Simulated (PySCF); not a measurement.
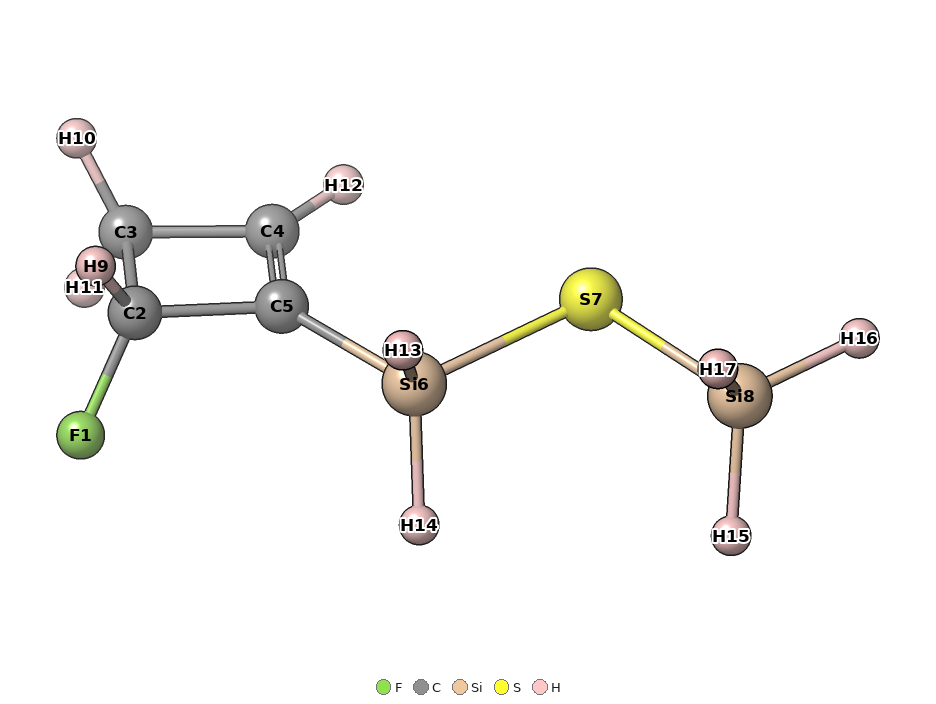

Distant atoms are faded towards the background colour. The geometry was computed by an optimisation with GFN2-xTB. No frequency run is at hand to confirm it as a minimum.

### What is the conformation of the ring C2–C3–C4–C5?

It is planar. The Cremer–Pople amplitude Q is 0.04 Å.

### Give the torsion angles round the ring, beginning with the bond from its second to its third atom.

3°, −3°, 3°, −3°.
